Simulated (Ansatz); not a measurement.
## Electronic structure of BBrF$_{2}$ (SMILES FB(F)Br) in real space

The calculation's input:

```
crystal:
  periodic: [false, false, false]
  atoms:
    - symbol: B
      position_ang: [-0.113275, -0.078000, -0.027512]
    - symbol: Br
      position_ang: [1.569836, 0.755132, 0.269898]
    - symbol: F
      position_ang: [-0.201604, -1.381410, -0.118239]
    - symbol: F
      position_ang: [-1.199557, 0.643979, -0.144347]
basis:
  gaussian: {orbitals: def2-TZVPD}
hamiltonian: {xc: pbe0}
output: {forces: true, orbitals: {seedname: orbitals}}
```

Run with:

```sh
ansatz run input.yaml --threads 2 --pin off --max-ram 5220MiB --events-out events.jsonl --progress --plain --runs-dir runs
```

Geometry: PBE0-D4/def2-SVP.

These are results of Ansatz 0.2.0, isolated molecule in a Gaussian basis; Kohn-Sham density functional theory, functional PBE0, not measurements.

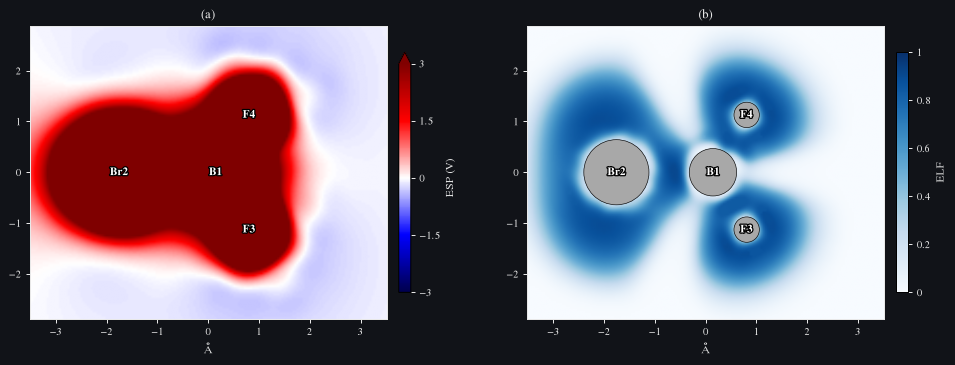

Figure 1. (a) electrostatic potential; (b) electron localisation function on the molecular plane. Grey discs cover the atomic cores in the ELF map.

> What do the fields say about this system?

- The section cuts through B, Br and F sites.
- B–F (1.31 Å): the ELF peaks at about 0.85 between the atoms: a polar covalent bond.
- B–Br (1.90 Å): the ELF peaks at about 0.90 between the atoms; a polar covalent bond.
- The ELF also peaks beside F3, Br2 and F4, away from the bonds: lone-pair regions.
- Outside the dense part of the molecule the potential is most negative (−0.4 V) near F3 and F4.

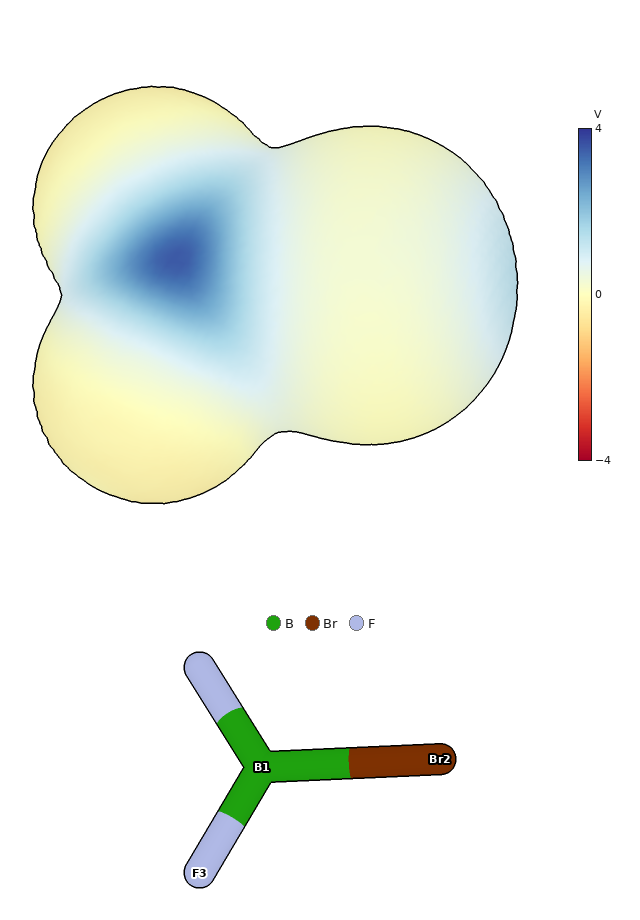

Figure 2. The electrostatic potential painted on the density surface at 0.004 e/bohr³, seen at a tilt; red is negative and blue positive. The bare structure is drawn below in the same view.

> Which sites attract a positive test charge, and which a negative one?

A positive charge is drawn to the negative regions and a negative charge to the positive ones. The most negative region (about −0.3 V) lies over F3 and F4, the most positive (about +3.4 V) over B1. Br2 shows a σ-hole: about +1.3 V at the tip opposite its bond, against about +0.2 V on its flanks.

> What dipole moment does the calculation give?

Its dipole moment is 0.29 D.

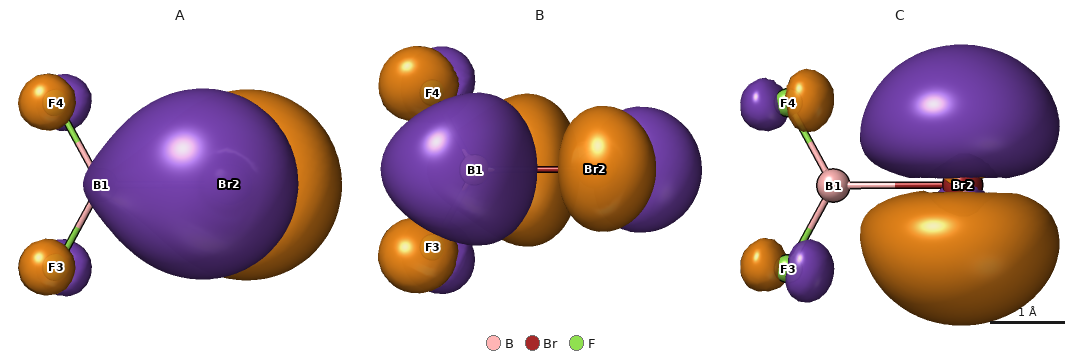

Figure 3. Three frontier orbitals at ±0.1 Å⁻³ᐟ² (orange and purple are the two phases), in no order.

> Which picture is the HOMO−1, the HOMO and the LUMO?

A is the HOMO−1 (−9.44 eV). By Hirshfeld shares it lies mainly on Br2 (about 90 %); it changes sign across the molecular plane (π type). C is the HOMO (−9.11 eV). By Hirshfeld shares it lies mainly on Br2 (about 90 %); it is symmetric in the molecular plane (an in-plane orbital: σ, lone-pair or in-plane π type); largely a lone pair of Br2. B is the LUMO (−0.48 eV). It lies mainly on B1 (about 50 %), Br2 (about 25 %), F3 (about 10 %) and F4 (about 10 %); it changes sign across the molecular plane (π type); π-antibonding (a node) across B1–Br2.

> What is the HOMO–LUMO gap?

8.63 eV between the orbital energies.
